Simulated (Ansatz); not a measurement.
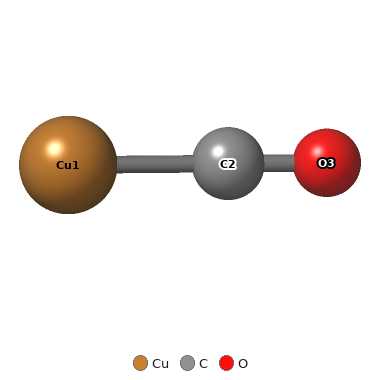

The system is CCuO, charge +1; the picture shows the reference structure. The turn is about an axis along (0.82, −0.57, 0.00) in the frame of the relaxed pair, normal to the line between the partners. The first coordinate is: distance C2···Cu1; the second: turn of Cu1 about C2. The scan uses a 15 × 15 grid. At 1 point there is no value (left out of the scan, as a rule where atoms come close). Points are written as (first, second). Energies are in kcal/mol, from the lowest grid point. All numbers below come from RKS PBE-D4/def2-SVPD in Ansatz 0.2.0.

Its coordinates:

```yaml
atoms:
  - { symbol: Cu, position_ang: [0.0812, 0.1169, -1.5987] }
  - { symbol: C, position_ang: [-0.0118, -0.0169, 0.2347] }
  - { symbol: O, position_ang: [-0.0695, -0.1000, 1.3640] }
```

Range: distance C2···Cu1 from 1.546 to 3.546 Å; turn of Cu1 about C2 from −120.0 to 120.0°.

Question: What landscape does the calculation give?

Answer: The lowest grid point is at (1.892 Å, 0.0°). No other kind of well shows on this grid. The highest grid point, (1.546 Å, 120.0°), lies 191.3 kcal/mol above the lowest. Round the minimum the two coordinates are nearly uncoupled.

```
turn of Cu1 about C2 ↓, distance C2···Cu1 →  1.546  1.596  1.677  1.778  1.892  2.019  2.157  2.304  2.460  2.624  2.795  2.973  3.158  3.349  3.546
                                      120.0  191.3  158.7  118.2   83.8   59.8   44.9   37.2   34.4   34.7   36.2   38.5   40.8   43.0   44.9   46.5
                                      102.9   87.5   72.9   55.8   42.7   35.0   31.7   31.5   33.0   35.3   37.9   40.5   42.8   44.8   46.4   47.9
                                       85.7   60.9   50.3   38.5   30.4   26.5   26.0   27.7   30.3   33.4   36.6   39.6   42.1   44.3   46.2   47.7
                                       68.6   47.8   38.3   27.9   21.3   18.8   19.5   22.2   25.8   29.7   33.6   37.0   40.1   42.6   44.7   46.5
                                       51.4   37.6   28.4   18.7   12.8   11.3   13.0   16.6   21.1   25.6   30.1   34.1   37.5   40.4   42.9   44.9
                                       34.3   29.7   20.7   11.4    6.1    5.3    7.7   12.0   17.0   22.2   27.1   31.5   35.2   38.5   41.2   43.4
                                       17.1   24.8   15.9    6.8    1.8    1.4    4.2    9.0   14.4   19.9   25.1   29.7   33.7   37.1   40.0   42.4
                                        0.0   23.0   14.1    5.1    0.3    0.0    3.0    7.9   13.5   19.1   24.4   29.1   33.2   36.7   39.6   42.0
                                      −17.1   24.8   15.9    6.8    1.8    1.4    4.2    9.0   14.4   19.9   25.1   29.7   33.7   37.1   40.0   42.4
                                      −34.3   29.8   20.8   11.4    6.2    5.3    7.7   12.0   17.1   22.2   27.1   31.5   35.3   38.5   41.2   43.4
                                      −51.4   37.6   28.4   18.7   12.9   11.3   13.0   16.7   21.1   25.7   30.1   34.1   37.5   40.4   42.9   44.9
                                      −68.6   47.9   38.3   28.0   21.3   18.9   19.6   22.3   25.9   29.7   33.6   37.1   40.1   42.6   44.7   46.5
                                      −85.7   61.0   50.4   38.6   30.4   26.6   26.1   27.7   30.4   33.4   36.6   39.6   42.1   44.3   46.2   47.7
                                     −102.9   87.8   73.1   55.9   42.8   35.1   31.8   31.5   33.0   35.3   37.9   40.5   42.8   44.8   46.4   47.9
                                     −120.0      –  159.6  118.9   84.2   60.0   45.0   37.3   34.5   34.7   36.2   38.5   40.8   43.0   44.8   46.5
```

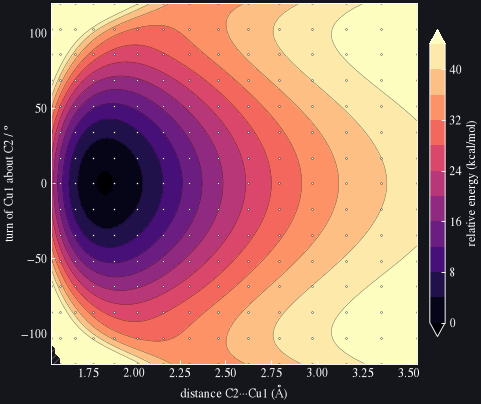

In the figure: filled contours, dots at the grid points, one colour for all values above the top of the scale, hatched blanks where no value was computed. Between grid points the surface is interpolated.

Each point was launched as `ansatz run input.yaml --threads 1 --pin off --max-ram 2560MiB --backend cpu --events-out ev --progress --plain --runs-dir out`. Time for the 224 points that were run: 8.3 min on 1 thread of Arm Neoverse V1, with other jobs on the host.
